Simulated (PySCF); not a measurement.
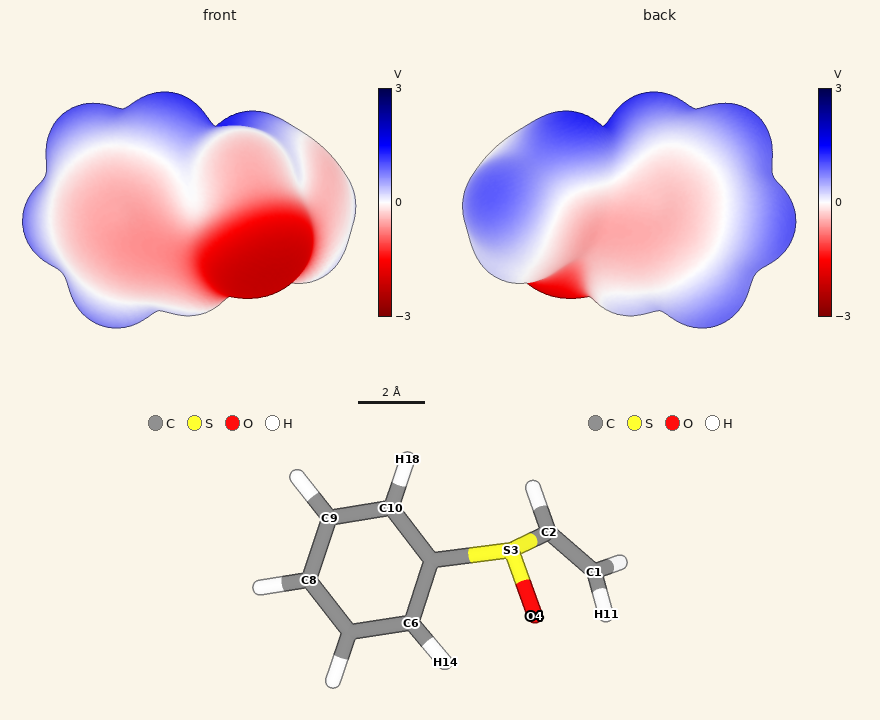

The picture shows: C8H8OS. The molecular electrostatic potential painted on the density surface at 0.001 e/bohr³, seen from the front and from behind; red is negative and blue positive. The bare structure is drawn below in the same view.

Geometry: PBE0-D3(BJ)/def2-SVP.

Theory: PySCF, wB97X-D/pcSseg-1, SCF density, in a chloroform solvent model, non-relativistic.

Input

```
{"job": {"xc": "wB97X-D", "basis": "pcSseg-1", "solvent": "chloroform", "kind": "nmr", "pop": true}, "charge": 0, "multiplicity": 1}
C      3.608939     0.173470    -0.383658
C      2.329951     0.349591    -0.694471
S      1.295337     1.269292     0.458067
O      2.125103     1.468795     1.694017
C      0.162151    -0.101306     0.798647
C      0.396977    -0.857719     1.940827
C     -0.476162    -1.899660     2.245273
C     -1.568888    -2.163944     1.417976
C     -1.799897    -1.382284     0.285870
C     -0.935300    -0.333966    -0.026025
H      3.979287     0.552811     0.575305
H      4.294354    -0.348235    -1.055900
H      1.844497     0.026539    -1.620452
H      1.255956    -0.602742     2.567759
H     -0.305461    -2.508258     3.136505
H     -2.252792    -2.980017     1.662776
H     -2.663793    -1.582251    -0.351788
H     -1.118770     0.298279    -0.899643
```

Launched as:

```sh
OMP_NUM_THREADS=1 python ens_run.py task.json out
```

**Where is the surface potential most negative and most positive?**

The most negative region (about −2.2 V) lies over O4, the most positive (about +1.3 V) over C2, S3, H13 and H18. O4 is the likeliest acceptor of a hydrogen bond.

**How polar is the molecule by this calculation?**

Its dipole moment is 4.77 D.
